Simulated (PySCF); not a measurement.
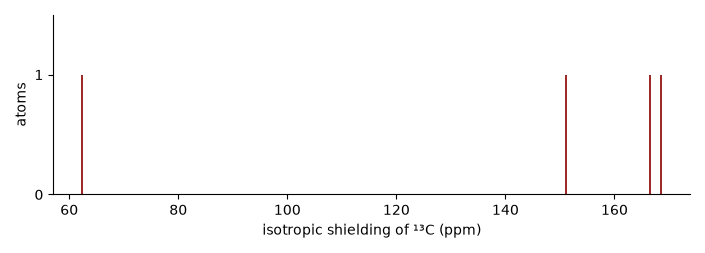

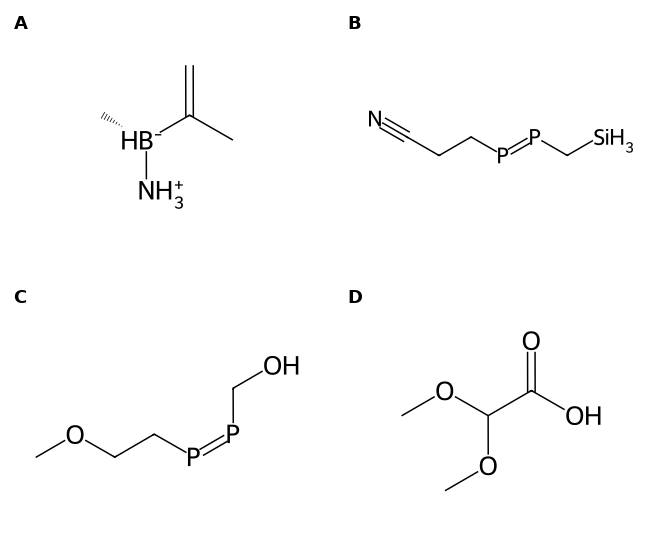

The sticks are computed shieldings of one of the molecules, for one fixed geometry (GFN2-xTB) without averaging over rotations. Low shielding means a high chemical shift. Method: GIAO PBE0/pcSseg-1 NMR shielding, non-relativistic, gas phase (PySCF 2.14.0).

### Match the spectrum to a structure.

B, `N#CCC/P=P/C[SiH3]`. Its 4 C atoms give lines at 62.4, 151.1, 166.5, 168.6 ppm.

The geometry is semi-empirical. Around P, Si such bond lengths and angles can be off by a tenth of an ångström or more and by several degrees, and values that hang on the shape move with them.
